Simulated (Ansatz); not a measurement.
# One shape, several levels: SiHF2 (SMILES F[SiH]F)

Wanted: a comparison of 6 runs (U-r2SCAN/STO-3G, U-r2SCAN0/STO-3G, UB3LYP/STO-3G, UPBE0/STO-3G, RPA@PBE/STO-3G, UCCSDT/STO-3G) of SiHF2. 

Program for the calculation: Ansatz 0.2.0.

66 further runs of the same task are left out: 9 that didn't finish, 57 set aside as unsound or not needed.

## (1) The molecule

SiHF2: 4 atoms, total charge 0, spin state doublet. As SMILES, `F[SiH]F`. The Si2–F1 distance was set to 2.409 Å, away from the relaxed value. At this shape a bond of the SMILES string is far longer than usual.

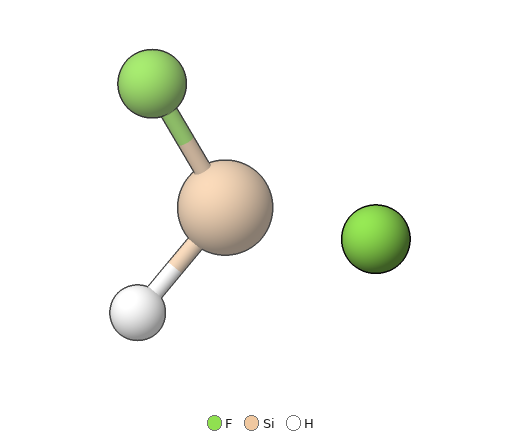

Viewed from a chosen angle; fluorine green, silicon light orange, hydrogen white.

## (2) The energy at U-r2SCAN/STO-3G (run 1)

in.yaml

```yaml
crystal:
  periodic: [false, false, false]
  atoms:
    - {symbol: F, position_ang: [1.854484, 1.150938, -0.464877]}
    - {symbol: Si, position_ang: [-0.028060, -0.342890, -0.301090]}
    - {symbol: F, position_ang: [-1.234200, 0.716240, -0.252780]}
    - {symbol: H, position_ang: [0.035310, -1.026330, 0.964150]}
basis:
  gaussian: {orbitals: STO-3G}
magnetization: {spin_polarized: true, initial_magnetization: 1}
hamiltonian: {xc: {name: r2SCAN}}
accuracy: high
```

On the command line:

```sh
$ ansatz run in.yaml --threads 1 --pin off --max-ram 2610MiB --events-out events.jsonl --progress --plain --runs-dir runs
```

Standard output:

```text
Warning: RAYON_NUM_THREADS=1 ignored (pool sized by the plan → 1); use --threads N
Functional definition: r2SCAN
  name "r2SCAN"
  parameter k0 = 0.174
  parameter k1 = 0.065
  parameter a1 = 4.9479
  exchange = r2scan_x(k0 = k0, k1 = k1, a1 = a1)
  correlation = r2scan_c
345 factors; integrals over basis functions are off by at most 2.9e-8 eV
mean field evaluation 1: about -13145.8747 eV, gradient 1.8e1 eV
mean field evaluation 2: about -12822.0945 eV, gradient 8.5e1 eV
mean field evaluation 4: about -13147.1486 eV, gradient 1.6e1 eV
mean field evaluation 8: about -13147.0995 eV, gradient 1.6e1 eV
mean field evaluation 16: about -13151.4938 eV, gradient 2.6e-7 eV
mean field evaluation 32: about -13151.1174 eV, gradient 5.4e0 eV
mean field -13151.49379250 eV, -483.3084824718 hartree, gradient 3.2e-8 eV, S^2 0.782911; 6 other end points of the search recorded, 0 dependent functions left out
reference -13151.49379304 eV, -483.3084824915 hartree; 17, 16 occupied and 3, 4 virtual orbitals, 345 factors
Total energy: -13151.49379304 eV, -483.3084824915 hartree
```

Wall time 3.3 s (1 thread of Intel Xeon 6975P-C (Granite Rapids), shared host); peak memory 0.23 GiB.

## (3) A single-point energy at U-r2SCAN0/STO-3G (run 2)

job.yaml

```yaml
crystal:
  periodic: [false, false, false]
  atoms:
    - {symbol: F, position_ang: [1.854484, 1.150938, -0.464877]}
    - {symbol: Si, position_ang: [-0.028060, -0.342890, -0.301090]}
    - {symbol: F, position_ang: [-1.234200, 0.716240, -0.252780]}
    - {symbol: H, position_ang: [0.035310, -1.026330, 0.964150]}
basis:
  gaussian:
    orbitals: STO-3G
magnetization:
  spin_polarized: true
  initial_magnetization: 1
hamiltonian:
  xc: {name: r2SCAN0}
accuracy: high
```

On the command line:

```sh
$ ansatz run job.yaml --threads 1 --pin off --max-ram 2610MiB --events-out events.jsonl --progress --plain --runs-dir runs
```

Standard output:

```text
Warning: RAYON_NUM_THREADS=1 ignored (pool sized by the plan → 1); use --threads N
Functional definition: r2SCAN0
  name "r2SCAN0"
  parameter a = 0.25
[... 3 set-up lines as earlier in the session ...]
  exchange = (1 - a)*r2scan_x(k0 = k0, k1 = k1, a1 = a1) + a*exact_x
[... 1 set-up line as earlier in the session ...]
345 factors; integrals over basis functions are off by at most 2.9e-8 eV
mean field evaluation 1: about -13144.4430 eV, gradient 1.8e1 eV
mean field evaluation 2: about -12876.2539 eV, gradient 1.6e2 eV
mean field evaluation 4: about -13141.2319 eV, gradient 3.2e1 eV
mean field evaluation 8: about -13151.1753 eV, gradient 1.8e-1 eV
mean field evaluation 16: about -13151.1775 eV, gradient 1.9e-8 eV
mean field -13151.17748940 eV, -483.2968585472 hartree, gradient 1.9e-8 eV, S^2 0.866943; 4 other end points of the search recorded, 0 dependent functions left out
reference -13151.17748981 eV, -483.2968585624 hartree; 17, 16 occupied and 3, 4 virtual orbitals, 345 factors
Total energy: -13151.17748981 eV, -483.2968585624 hartree
```

Wall time 2.8 s (1 thread of Intel Xeon 6975P-C (Granite Rapids), shared host); peak memory 0.24 GiB.

Run 3 isn't shown in full; the table further down has it.

## (4) The energy at UPBE0/STO-3G (run 4)

run.yaml

```yaml
crystal:
  periodic: [false, false, false]
  atoms:
    - {symbol: F, position_ang: [1.854484, 1.150938, -0.464877]}
    - {symbol: Si, position_ang: [-0.028060, -0.342890, -0.301090]}
    - {symbol: F, position_ang: [-1.234200, 0.716240, -0.252780]}
    - {symbol: H, position_ang: [0.035310, -1.026330, 0.964150]}
basis:
  gaussian:
    orbitals: STO-3G
magnetization:
  spin_polarized: true
  initial_magnetization: 1
hamiltonian:
  xc: {name: PBE0}
accuracy: high
```

On the command line:

```sh
$ ansatz run run.yaml --threads 1 --pin off --max-ram 2610MiB --events-out events.jsonl --progress --plain --runs-dir runs
```

Standard output:

```text
Warning: RAYON_NUM_THREADS=1 ignored (pool sized by the plan → 1); use --threads N
Functional definition: PBE0
  name "PBE0"
[... 1 set-up line as earlier in the session ...]
  parameter kappa = 0.804
  parameter beta = 0.06672455060314922
  exchange = (1 - a)*pbe_x(kappa = kappa, mu = beta*pi^2/3) + a*exact_x
  correlation = pbe_c(beta = beta)
345 factors; integrals over basis functions are off by at most 2.9e-8 eV
mean field evaluation 1: about -13139.0284 eV, gradient 1.8e1 eV
mean field evaluation 2: about -12842.9030 eV, gradient 1.3e2 eV
mean field evaluation 4: about -13134.0684 eV, gradient 3.5e1 eV
mean field evaluation 8: about -13145.6462 eV, gradient 2.4e-1 eV
mean field evaluation 16: about -13145.6495 eV, gradient 2.7e-8 eV
mean field -13145.64946177 eV, -483.0937072787 hartree, gradient 2.7e-8 eV, S^2 0.830345; 4 other end points of the search recorded, 0 dependent functions left out
reference -13145.64946278 eV, -483.0937073160 hartree; 17, 16 occupied and 3, 4 virtual orbitals, 345 factors
Total energy: -13145.64946278 eV, -483.0937073160 hartree
```

Run time: 1.5 s. Hardware: 1 thread of Intel Xeon 6975P-C (Granite Rapids), shared host; peak memory 0.14 GiB.

Run 5 isn't shown in full; the table further down has it.

## (5) The energy at UCCSDT/STO-3G (run 6)

input.yaml

```yaml
crystal:
  periodic: [false, false, false]
  atoms:
    - {symbol: F, position_ang: [1.854484, 1.150938, -0.464877]}
    - {symbol: Si, position_ang: [-0.028060, -0.342890, -0.301090]}
    - {symbol: F, position_ang: [-1.234200, 0.716240, -0.252780]}
    - {symbol: H, position_ang: [0.035310, -1.026330, 0.964150]}
basis:
  gaussian:
    orbitals: STO-3G
magnetization:
  spin_polarized: true
  initial_magnetization: 1
correlation:
  method: ccsdt
  frozen_orbitals: {F: 1, H: 0, Si: 5}
accuracy: high
scf:
  omitted_lower_state_checks: [cluster_reference, increment]
```

On the command line:

```sh
$ ansatz run input.yaml --threads 1 --pin off --max-ram 2610MiB --events-out events.jsonl --progress --plain --runs-dir runs
```

Standard output:

```text
Warning: RAYON_NUM_THREADS=1 ignored (pool sized by the plan → 1); use --threads N
[... 16 lines left out ...]
7 core orbitals not correlated: weight in the atoms' cores, before any rotation towards them, 1.000 or more for the frozen orbitals, at most 0.000 for the correlated occupied ones
[... 96 lines left out ...]
Total energy: -13122.05892873 eV, -482.2267711798 hartree
Checks for a lower state left out: cluster_reference, increment
```

Run time: 1.7 s. Hardware: 1 thread of Intel Xeon 6975P-C (Granite Rapids), shared host.

## (6) Overview of the runs

```csv
run,level,frozen core orbitals,energy (Eh),⟨S²⟩,wall time
1,U-r2SCAN/STO-3G,–,-483.308482,0.783,3.3 s
2,U-r2SCAN0/STO-3G,–,-483.296859,0.867,2.8 s
3,UB3LYP/STO-3G,–,-483.362318,0.807,1.7 s
4,UPBE0/STO-3G,–,-483.093707,0.830,1.5 s
5,RPA@PBE/STO-3G,7,-482.284690,0.760,1.7 s
6,UCCSDT/STO-3G,7,-482.226771,0.990,1.7 s
```

## (7) Results

| quantity | value |
| --- | --- |
| run 6: total energy | -482.22677 Eh |
| run 6: correlation energy (7 core orbitals frozen) | -75.0 mEh |
| run 6: ⟨S²⟩ of the reference determinant | 0.990 |
| run 6: T1 diagnostic | 0.034 |

**Reading.** Totals of different functionals can't be ranked against each other. In runs 1, 2, 3, 4, 5, 6 the basis is minimal, so the values are rough. Spin contamination of the reference: run 6 ⟨S²⟩ = 0.99, run 2 ⟨S²⟩ = 0.87. All runs together took 13 s, the longest 3.3 s.
